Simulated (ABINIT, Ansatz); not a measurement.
# NaI (Fm-3m): modes at Γ and the response to a field, part 2 of 2

Aim: the zone-centre modes of NaI (Fm-3m).

ABINIT 10.8.3; DFT LDA, scalar-relativistic, plane waves, PseudoDojo norm-conserving pseudopotentials.

So far. Step 3 (Self-consistent run for the response): The cell stands at -0.22 GPa: the relaxation ran with a smoothed and higher cutoff and on another k mesh. Step 5 (Zone-centre response): The acoustic modes at Γ come out as far as 4.6 cm⁻¹ from zero, where they should vanish, a small numerical error; the Born charges miss their sum rule by 1.1e-4 e, which is good. The relaxed cell has a = 6.263 Å (conventional setting).

## 6. Zone-centre analysis

anaddb reads the merged derivatives, imposes the acoustic sum rule and charge neutrality, and adds the LO-TO term along chosen directions.

anaddb.abi reads:

```
ddb_filepath "gamma_DDB"
output_file "anaddb.abo"
outdata_prefix "anaddb"
asr 1
chneut 1
enunit 2
eivec 1
nph1l 1
qph1l 0.0 0.0 0.0 1.0
dieflag 1
nph2l 3
qph2l 
    1.0 0.0 0.0 0.0
    0.0 0.0 1.0 0.0
    1.0 1.0 1.0 0.0
```

mrgddb.in reads:

```
gamma_DDB
merged
2
dfpt_gammao_DS2_DDB
gso_DDB
```

Command:

```
$ mrgddb < mrgddb.in > mrgddb.log
$ OMP_NUM_THREADS=1 anaddb anaddb.abi > anaddb.log
```

anaddb.abo, the main output file:

```text
[banners, grids, parts of the stress and lines that vanish by symmetry left out]
-outvars_anaddb: echo values of input variables ----------------------

 Flags :
[...]
Dielectric Tensor and Effective Charges
[...]
Effective charge tensors after
[...]
Phonon wavevector (reduced coordinates) :  0.00000  0.00000  0.00000
 Phonon energies in Hartree :
[...]
Phonon energies in meV     :
-  0.000000E+00  0.000000E+00  0.000000E+00  1.614008E+01  1.614008E+01
-  1.614008E+01
 Phonon frequencies in cm-1    :
-  0.000000E+00  0.000000E+00  0.000000E+00  1.301786E+02  1.301786E+02
-  1.301786E+02
 Phonon frequencies in Thz     :
-  0.000000E+00  0.000000E+00  0.000000E+00  3.902655E+00  3.902655E+00
-  3.902655E+00
 Phonon energies in Kelvin  :
-  0.000000E+00  0.000000E+00  0.000000E+00  1.872979E+02  1.872979E+02
-  1.872979E+02
[...]
-  1  0.00000000E+00  0.00000000E+00 -1.91305381E-03
-     0.00000000E+00  0.00000000E+00  0.00000000E+00
-  2  0.00000000E+00  0.00000000E+00 -1.91305534E-03
-     0.00000000E+00  0.00000000E+00  0.00000000E+00
[...]
-  1  0.00000000E+00  1.91305381E-03  0.00000000E+00
-     0.00000000E+00  0.00000000E+00  0.00000000E+00
-  2  0.00000000E+00  1.91305534E-03  0.00000000E+00
-     0.00000000E+00  0.00000000E+00  0.00000000E+00
[...]
-  1  1.91305381E-03  0.00000000E+00  0.00000000E+00
-     0.00000000E+00  0.00000000E+00  0.00000000E+00
-  2  1.91305534E-03  0.00000000E+00  0.00000000E+00
-     0.00000000E+00  0.00000000E+00  0.00000000E+00
[...]
-  1  0.00000000E+00  0.00000000E+00 -4.49467918E-03
-     0.00000000E+00  0.00000000E+00  0.00000000E+00
-  2  0.00000000E+00  0.00000000E+00  8.14246723E-04
-     0.00000000E+00  0.00000000E+00  0.00000000E+00
[...]
-  1  0.00000000E+00 -4.49467918E-03  0.00000000E+00
-     0.00000000E+00  0.00000000E+00  0.00000000E+00
-  2  0.00000000E+00  8.14246723E-04  0.00000000E+00
-     0.00000000E+00  0.00000000E+00  0.00000000E+00
[...]
-  1  4.49467918E-03  0.00000000E+00  0.00000000E+00
-     0.00000000E+00  0.00000000E+00  0.00000000E+00
-  2 -8.14246723E-04  0.00000000E+00  0.00000000E+00
-     0.00000000E+00  0.00000000E+00  0.00000000E+00
[...]
-     1          0.000000    -0.000000     0.000001     0.000001
-     2         -0.000000    -0.000001    -0.000000     0.000001
-     3         -0.000001     0.000000    -0.000000     0.000001
-     4          0.000023    -0.000020    -1.357105     1.357105
-     5          0.000002    -1.357105     0.000020     1.357105
-     6          1.357105     0.000002     0.000023     1.357105
[...]
-   1     Real    0.0000E+00  0.0000E+00  0.0000E+00  0.0000E+00  0.0000E+00  0.0000E+00  0.0000E+00
[...]
-   2     Real    0.0000E+00  0.0000E+00  0.0000E+00  0.0000E+00  0.0000E+00  0.0000E+00  0.0000E+00
[...]
-   3     Real    0.0000E+00  0.0000E+00  0.0000E+00  0.0000E+00  0.0000E+00  0.0000E+00  0.0000E+00
[...]
-   4     Real    1.0592E-14  0.0000E+00  3.8428E-05  0.0000E+00 -6.3798E-10  5.5941E-10  3.8428E-05
[...]
-   5     Real    0.0000E+00  3.8428E-05  0.0000E+00 -5.1019E-11  0.0000E+00 -5.5941E-10  3.8428E-05
[...]
-   6     Real    3.8428E-05  0.0000E+00  1.0592E-14  5.1029E-11  6.3798E-10  0.0000E+00  3.8428E-05
[...]
Phonon at Gamma, with non-analyticity in the
[...]
Phonon energies in Hartree :
[...]
Phonon energies in meV     :
-  0.000000E+00  0.000000E+00  0.000000E+00  1.614008E+01  1.614008E+01
-  2.231261E+01
 Phonon frequencies in cm-1    :
-  0.000000E+00  0.000000E+00  0.000000E+00  1.301786E+02  1.301786E+02
-  1.799634E+02
 Phonon frequencies in Thz     :
-  0.000000E+00  0.000000E+00  0.000000E+00  3.902655E+00  3.902655E+00
-  5.395166E+00
 Phonon energies in Kelvin  :
-  0.000000E+00  0.000000E+00  0.000000E+00  1.872979E+02  1.872979E+02
-  2.589271E+02
[...]
-  1  0.00000000E+00  0.00000000E+00 -1.91305381E-03
-     0.00000000E+00  0.00000000E+00  0.00000000E+00
-  2  0.00000000E+00  0.00000000E+00 -1.91305534E-03
-     0.00000000E+00  0.00000000E+00  0.00000000E+00
[...]
Phonon at Gamma, with non-analyticity in the
[...]
Phonon energies in Hartree :
[...]
Phonon energies in meV     :
-  0.000000E+00  0.000000E+00  0.000000E+00  1.614008E+01  1.614008E+01
-  2.231261E+01
 Phonon frequencies in cm-1    :
-  0.000000E+00  0.000000E+00  0.000000E+00  1.301786E+02  1.301786E+02
-  1.799634E+02
 Phonon frequencies in Thz     :
-  0.000000E+00  0.000000E+00  0.000000E+00  3.902655E+00  3.902655E+00
-  5.395166E+00
 Phonon energies in Kelvin  :
-  0.000000E+00  0.000000E+00  0.000000E+00  1.872979E+02  1.872979E+02
-  2.589271E+02
[...]
Phonon at Gamma, with non-analyticity in the
[...]
Phonon energies in Hartree :
[...]
Phonon energies in meV     :
-  0.000000E+00  0.000000E+00  0.000000E+00  1.614008E+01  1.614008E+01
-  2.231261E+01
 Phonon frequencies in cm-1    :
-  0.000000E+00  0.000000E+00  0.000000E+00  1.301786E+02  1.301786E+02
-  1.799634E+02
 Phonon frequencies in Thz     :
-  0.000000E+00  0.000000E+00  0.000000E+00  3.902655E+00  3.902655E+00
-  5.395166E+00
 Phonon energies in Kelvin  :
-  0.000000E+00  0.000000E+00  0.000000E+00  1.872979E+02  1.872979E+02
-  2.589271E+02
[...]
-  1  1.62342934E-06 -1.91304727E-03 -4.81298605E-06
-     0.00000000E+00  0.00000000E+00  0.00000000E+00
-  2  1.62367469E-06 -1.91304856E-03 -4.81274586E-06
-     0.00000000E+00  0.00000000E+00  0.00000000E+00
[...]
-  1  1.91305294E-03  1.62077936E-06  1.21971415E-06
-     0.00000000E+00  0.00000000E+00  0.00000000E+00
-  2  1.91305423E-03  1.62053665E-06  1.21947112E-06
-     0.00000000E+00  0.00000000E+00  0.00000000E+00
[...]
-  1  4.98536261E-04  2.89948824E-03 -3.39802450E-03
-     0.00000000E+00  0.00000000E+00  0.00000000E+00
-  2 -9.03137912E-05 -5.25265253E-04  6.15579044E-04
-     0.00000000E+00  0.00000000E+00  0.00000000E+00
[...]
-  1  3.63587068E-03 -2.24968041E-03 -1.38619027E-03
-     0.00000000E+00  0.00000000E+00  0.00000000E+00
-  2 -6.58666762E-04  4.07547418E-04  2.51119344E-04
-     0.00000000E+00  0.00000000E+00  0.00000000E+00
[...]
Direction                     Dielectric constant
[...]
0.00000   0.00000   1.00000      6.94595405
   1.00000   1.00000   1.00000      6.94595405
-
```

Elapsed: 0.49 s, on 1 thread of Arm Neoverse V2, shared host.

Read from the output:

```yaml
highest_optical_zone_centre_mode_no_lo_to_term: 130.2 cm⁻¹
lowest_optical_zone_centre_mode: 130.2 cm⁻¹
mean_static_dielectric_constant: 6.946
highest_mode_moved_by_the_lo_to_term: 180.0 cm⁻¹
```

No LO-TO term; unit eigenvectors of the mass-weighted matrix, from anaddb's displacements. The modes at Γ (shares of kinetic energy by element, %):

```csv
mode,frequency (cm⁻¹),symmetry,Na %,I %
1,0.0,acoustic,15,85
2,0.0,acoustic,15,85
3,0.0,acoustic,15,85
4,130.2,T1u,85,15
5,130.2,T1u,85,15
6,130.2,T1u,85,15
```

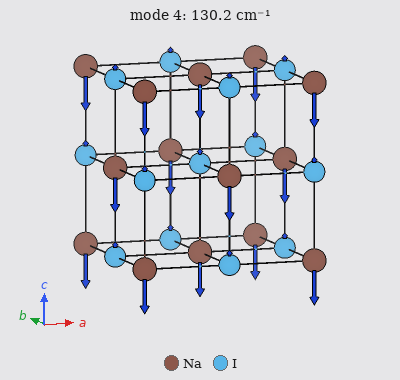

Displacement patterns of mode 4 at Γ; arrows are exaggerated. Some periodic images of atoms are drawn too.

Trace of the oscillator strength, degenerate modes summed. Infrared lines, with heights relative to the strongest:

```csv
position (cm⁻¹),lines merged,"IR intensity, relative"
130,3,100
```

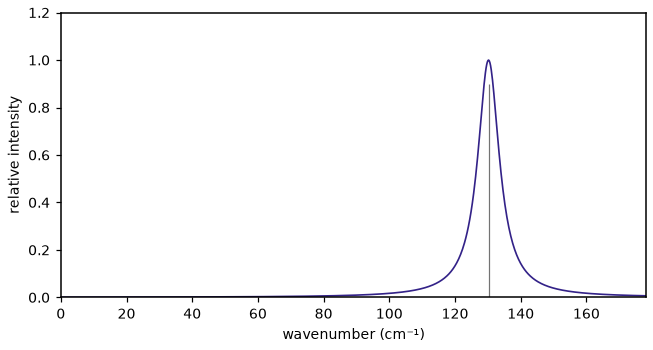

The infrared spectrum, broadened with Lorentzians of width 8 cm⁻¹; bars mark the lines.

Static dielectric tensor (ions relaxed, fixed cell):

```
6.95 0.00 0.00
0.00 6.95 0.00
0.00 0.00 6.95
```

The rule also moves an optical mode by 0.4 cm⁻¹.

## 7. The same in Ansatz

The same cell goes through another code at the same cutoff. The files are of one family, but Ansatz's library holds files of its own making for some heavy elements, so those for I may differ. Its k mesh is centred on Γ.

This step: DFT LDA, scalar-relativistic, plane waves, norm-conserving pseudopotentials of its library (PseudoDojo's, some remade) (Ansatz 0.2.0).

input.yaml reads:

```yaml
crystal:
  lattice:
    - [0.0, 3.1316025561, 3.1316025561]
    - [3.1316025561, 0.0, 3.1316025561]
    - [3.1316025561, 3.1316025561, 0.0]
  atoms:
    - { symbol: Na, position: [0.0, 0.0, 0.0] }
    - { symbol: I, position: [0.5, 0.5, 0.5] }
kpoints:
  mp_grid: { grid: [6, 6, 6] }
hamiltonian:
  xc: lda
  pseudopotentials: { kind: nc, accuracy: standard }
scf:
  occupations: { method: fixed }
output:
  eigenvalues: true
basis:
  ecutwfc: 1034.033
phonons:
  method: dfpt
  dielectric: true
  rigid_motions: translations
```

Command:

```
$ ansatz run input.yaml --threads 2 --pin off --max-ram 4096MiB --backend cpu --events-out ev --progress --plain --runs-dir out
```

The log of the run:

```text
Warning: basis.ecutwfc = 1034.033 eV is below the records' recommended 1197.300995 eV, and the density's cutoff is lower with it unless basis.ecutrho_ratio is high enough to keep the records' density cutoff: compare with a run at a higher cutoff
Engine: ansatz 0.2.0, aarch64-unknown-linux-gnu
Pseudopotentials: kind: nc
Pseudopotential: Na, nc, valence charge 9, recommended cutoff 1197.300995 eV (normal), Na.nc.azcp (PseudoDojo's, or run here from an input of PseudoDojo's; its table is named by hamiltonian.pseudopotentials.accuracy)
Pseudopotential: I, nc, valence charge 7, recommended cutoff 952.398519 eV (normal), I.nc.azcp (PseudoDojo's, or run here from an input of PseudoDojo's; its table is named by hamiltonian.pseudopotentials.accuracy)
Functional definition: SPW92
  exchange = slater_x
  correlation = pw_c
Crystal: 2 atoms, lattice volume = 61.423 Å³
Basis set: ecut = 1034.033 eV, 4645 PW (Γ), exchange–correlation on 96×96×96 points (8 copies of the dense FFT grid, shifted against one another)
Bands: 12, of which v1, the nominal top of the filled ones, is band 8 counted from 1 (7 counted from 0)
Symmetry: 48 space group operations
k-points: 30 of 216 (irreducible under 8 space group operations, time reversal used)
Non-local potential: Na, projectors of the file, l = 0: 2, l = 1: 2
Non-local potential: I, projectors of the file, l = 0: 2, l = 1: 2, l = 2: 2, l = 3: 2
Initial density: superposition of atomic densities (chi_scale 0.1, normalization cell, long waves kept (reshape's long-wave potential 0.00 eV rms))
Initial wavefunctions: pseudopotential atomic-orbital guess
Functional: x = slater, c = lda
SCF iter   1: F=—  HF=-1598.618716 eV  |F-HF|=—  |Δ(HF+E_count)|=         —  Δρ=5.50e-2  dr2=1.25e0  ethr=3.10e-3  ⟨swp⟩=5.0  Hψ=1856  notcnv=0  defer=51
preconditioner: auto → none  [insulator: Δε(μ)=3.043 eV  Ē_g=10.394 eV  n_scr=14 (ndim 8)  ℏωp=13.4 eV  f_vac=0.000  ε∞_Penn≈2.7]
SCF iter   2: F=—  HF=-1597.969178 eV  |F-HF|=—  |Δ(HF+E_count)|=   6.50e-1  Δρ=1.03e-2  dr2=5.37e-2  ethr=3.10e-3  ⟨swp⟩=2.8  Hψ=955  notcnv=0  defer=56
SCF iter   3: F=—  HF=-1597.943949 eV  |F-HF|=—  |Δ(HF+E_count)|=   2.52e-2  Δρ=4.95e-3  dr2=5.44e-3  ethr=3.36e-4  ⟨swp⟩=2.2  Hψ=632  notcnv=0  defer=56
SCF iter   4: F=—  HF=-1597.942115 eV  |F-HF|=—  |Δ(HF+E_count)|=   1.83e-3  Δρ=3.94e-4  dr2=1.23e-4  ethr=3.40e-5  ⟨swp⟩=3.0  Hψ=644  notcnv=0  defer=56
SCF iter   5: F=—  HF=-1597.942099 eV  |F-HF|=—  |Δ(HF+E_count)|=   1.61e-5  Δρ=9.27e-5  dr2=2.84e-6  ethr=7.67e-7  ⟨swp⟩=2.0  Hψ=468  notcnv=0  defer=56
SCF iter   6: F=—  HF=-1597.942110 eV  |F-HF|=—  |Δ(HF+E_count)|=   1.16e-5  Δρ=1.60e-5  dr2=7.18e-8  ethr=1.78e-8  ⟨swp⟩=2.3  Hψ=581  notcnv=0  defer=41
SCF iter   7: F=—  HF=-1597.942061 eV  |F-HF|=—  |Δ(HF+E_count)|=   4.90e-5  Δρ=2.02e-6  dr2=7.30e-10  ethr=4.49e-10  ⟨swp⟩=2.0  Hψ=464  notcnv=0  defer=2
SCF iter   8: F=-1597.942061 eV  HF=-1597.942061 eV  |F-HF|=1.36e-11  |Δ(HF+E_count)|=  1.83e-10  Δρ=1.84e-7  dr2=2.01e-11  ethr=1.00e-12  ⟨swp⟩=9.1  Hψ=2404  notcnv=0
SCF 1 converged in 8 iterations: F = -1597.942061 eV  dr2 = 2.01e-11
NSCF: frozen V_eff on 2 k-points
DFPT response loops at Γ: preconditioner auto → none (the input reference at scf.mixing.eps_inf says where Resta's filter doesn't serve); β = 0.50; Broyden in place of MSR1
── the response to a field inside a basis, on 6×6×6 k-points: an SCF that follows is theirs, and a resumed run solves both again ──
Bands: 9, of which v1, the nominal top of the filled ones, is band 8 counted from 1 (7 counted from 0)
k-points: 28 of 216 (irreducible under 12 space group operations)
Initial density: handed on by an earlier stage of this run
Initial wavefunctions: pseudopotential atomic-orbital guess (no wavefunctions were taken with the density)
Eigensolver: Dense (28 Hₖ)
SCF iter   1: F=—  HF=-1597.941818 eV  |F-HF|=—  |Δ(HF+E_count)|=         —  Δρ=2.41e-4  dr2=3.28e-6  ethr=1.00e-1
preconditioner: auto → none  [insulator: Δε(μ)=3.932 eV  Ē_g=9.044 eV  n_scr=14 (ndim 8)  ℏωp=13.4 eV  f_vac=0.000  ε∞_Penn≈3.2]
SCF iter   2: F=—  HF=-1597.941818 eV  |F-HF|=—  |Δ(HF+E_count)|=   1.03e-7  Δρ=1.05e-4  dr2=4.30e-7  ethr=2.05e-8
SCF iter   3: F=-1597.941818 eV  HF=-1597.941818 eV  |F-HF|=1.46e-8  |Δ(HF+E_count)|=   2.01e-7  Δρ=2.43e-5  dr2=2.34e-8  ethr=2.69e-9
SCF 1 converged in 3 iterations: F = -1597.941818 eV  dr2 = 2.34e-8
DFPT response loops at Γ: mixed as the last ones told, above
SCF converged after 8 iterations
Free energy (F): -1597.942061 eV
Harris-Foulkes:  -1597.942061 eV  (|F-HF|=1.36e-11)
Internal energy: -1597.942061 eV  (E = F + TS)
E sigma→0 (E₀):  -1597.942061 eV
Fermi energy:    2.372785 eV
--- Per-component energies (eV) ---
  E_band       = -224.737138
  E_kinetic    = 842.096613
  E_local      = -1523.965335  (includes V_loc(G=0)·N_el)
  E_nonlocal   = -348.832838
  E_hartree    = 566.478799
  E_xc         = -290.715361
  E_vxc        = -326.993220  (∫ρ·V_xc dr)
  E_ewald      = -843.003939
  E_smearing   = -0.000000  (= −TS)
  E_closure    = -0.000000  (closes the sum)
  Σ components = -1597.942061   (vs F -1597.942061, Δ=0.00e0)
--- Band table (eV; the first three rows and the last of 30) ---
  k-point 0: bands = [... 4 lower, -9.0336, 2.3728, 2.3728, 2.3728, 5.9833, 10.2173, 10.2173, 10.2173]
  k-point 1: bands = [... 4 lower, -8.9366, 1.4760, 2.2777, 2.2777, 6.8747, 9.7317, 10.4474, 10.4474]
  k-point 2: bands = [... 4 lower, -8.7280, 0.2534, 2.1025, 2.1025, 7.3494, 10.0373, 10.0373, 10.6683]
  k-point 29: bands = [... 4 lower, -8.5070, 0.3494, 1.0206, 1.2818, 7.6944, 8.6961, 11.1021, 11.1281]
--- Phonons (Γ-DFPT): 2 representative perturbations + reference, on 30 of 216 k-points (Σ response iterations 6) ---
  k mesh reduced under 8 symmetry operations, with k and −k counted as one. Each operation leaves every solved perturbation unchanged. A smaller set is not considered because the run solves the response to a homogeneous field
  ASR residual: 1.446e-4 → 0.000e0 eV/Å²; symmetrization residual: 7.252e-7 eV/Å²
  ASR residual per site (eV/Å²): 9.92e-5 1.45e-4
  Γ frequencies (cm⁻¹): 0.00 0.00 0.00 130.19 130.19 130.19
  ε∞ (high-frequency dielectric tensor):
        3.635195     0.000000    -0.000000
        0.000000     3.635195    -0.000000
       -0.000000    -0.000000     3.635195
  ε⁰ (static dielectric tensor: ions relaxed, cell fixed):
        6.946228     0.000000     0.000000
        0.000000     6.946228    -0.000000
        0.000000    -0.000000     6.946228
  ε⁰ − ε∞ (ionic part):
        3.311033     0.000000     0.000000
        0.000000     3.311033     0.000000
        0.000000     0.000000     3.311033
  softest optical mode at Γ: 130.19 cm⁻¹; the repairs (sum rule, projections) moved no ω² at Γ by more than (1.11 cm⁻¹)²
  Born effective charges Z* (e; rows j = field, columns β = displacement):
    site 0:
         1.16767   -0.00000    0.00000
         0.00000    1.16767    0.00000
         0.00000   -0.00000    1.16767
    site 1:
        -1.16767    0.00000   -0.00000
        -0.00000   -1.16767   -0.00000
        -0.00000    0.00000   -1.16767
  Z* charge neutrality: 7.022e-4 e pre-enforcement
  solved inside a basis spanned on kpoints, on 6×6×6 k-points, its susceptibility summed on 10×10×10: ε∞ is read to err by 8.5e-3, Z* by 1.0e-2 e (field_mesh: kpoints solves on kpoints); Z* is corrected for what the basis lacks
  optical modes at Γ without the LO–TO term, one row a degenerate level:
      ω (cm⁻¹)  modes    IR ((D/Å)²/amu)
        130.19      3             4.8484
  optical modes at Γ + LO–TO along q̂ = [1.0000, 0.0000, 0.0000]:
      ω (cm⁻¹)  modes    IR ((D/Å)²/amu)
        130.19      2             3.2323
        179.96      1             1.6161
  optical modes at Γ + LO–TO along q̂ = [0.0000, 1.0000, 0.0000]:
      ω (cm⁻¹)  modes    IR ((D/Å)²/amu)
        130.19      2             3.2323
        179.96      1             1.6161
  optical modes at Γ + LO–TO along q̂ = [0.0000, 0.0000, 1.0000]:
      ω (cm⁻¹)  modes    IR ((D/Å)²/amu)
        130.19      2             3.2323
        179.96      1             1.6161
```

The job ended after 23 s (2 threads; peak memory 0.7 GiB).

Numbers from this step:

```
sum-rule residual before enforcement     : 1.45e-4 eV/Å²
miss of the charge sum rule              : 7.02e-4 e
estimated error of the dielectric tensor : 0.008486
estimated error of the Born charges      : 0.01002 e
```

Transverse modes. Lines of the infrared spectrum (strongest = 100):

```csv
position (cm⁻¹),label,"IR intensity ((D/Å)²/amu), degenerate modes summed, relative"
130,T1u,100
```

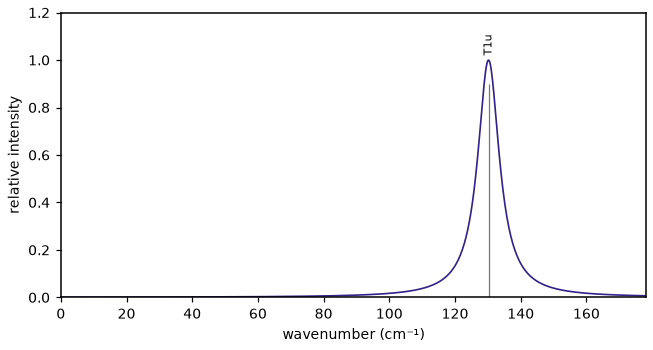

The infrared spectrum, broadened with Lorentzians of width 8 cm⁻¹; bars mark the lines.

## 8. Side by side: ABINIT PseudoDojo and Ansatz, library NC

Worked out from the results:

```
root-mean-square difference : 0.01 cm⁻¹
largest difference          : 0.01 cm⁻¹
```

Frequencies side by side, by row:

```csv
q (reciprocal lattice),mode,ABINIT PseudoDojo (cm⁻¹),"Ansatz, library NC (cm⁻¹)"
0 0 0,1,0,0
0 0 0,2,0,0
0 0 0,3,0,0
0 0 0,4,130.2,130.2
0 0 0,5,130.2,130.2
0 0 0,6,130.2,130.2
```

The two runs side by side. Further quantities:

```csv
quantity,ABINIT PseudoDojo,"Ansatz, library NC"
mean ε∞,3.635,3.635
"largest Born charge in size (e; the first before, the second after the charge sum rule)",1.168,1.168
summed IR intensity ((D/Å)²/amu),4.848,4.848
```

At the zone centre the largest difference (acoustic modes at Γ apart) is 0.008 % of the highest mode.

## 9. What came out

* space group after relaxation: Fm-3m
* volume per atom: 30.7 Å³
* highest optical zone-centre mode (no LO-TO term): 130.2 cm⁻¹
* highest mode moved by the LO-TO term: 180.0 cm⁻¹
* mean high-frequency dielectric constant: 3.63
* largest Born charge in size (third of the trace): 1.17 e
* mean static dielectric constant: 6.95
* imaginary optical modes at the zone centre (no q mesh in this session): none
* largest difference from Ansatz, library NC: 0.01 cm⁻¹

What this shows: At the LDA level the optical modes of NaI (Fm-3m) at the zone centre (no LO-TO term) lie at 130 cm⁻¹. Along the directions run, the highest mode that the macroscopic field moves lies at 180 cm⁻¹. Lattice motion raises the mean dielectric constant from 3.635 to 6.946. The Born charge of I is -1.168 e against a formal charge of -1, somewhat above it. The Lyddane-Sachs-Teller relation holds: (ωLO/ωTO)² is 1.91 and ε₀/ε∞ is 1.91. ABINIT PseudoDojo and Ansatz, library NC agree to 0.01 cm⁻¹ (0.008 % of the highest mode compared) on all solved modes but the acoustic ones at Γ, without the LO-TO term. These are harmonic frequencies at zero temperature: anharmonic shifts and linewidths and thermal expansion are left out. Spin-orbit coupling is left out, which can matter for the heavy elements here. Ansatz warns that the cutoff lies 14 % under the one recommended for these files; agreement at one cutoff is not convergence.

[Host names and launcher messages were left out of these logs when they were recorded.]

[Logs are printed without paths, hosts, clocks, repeated set-up lines and the standing remarks that a program may print on its own settings, such as how far it seeks lower states.]

[Hosts, paths, dates, database ids (printed as entryN), source tags and the programs' standing remarks are cut or masked in the printed files.]
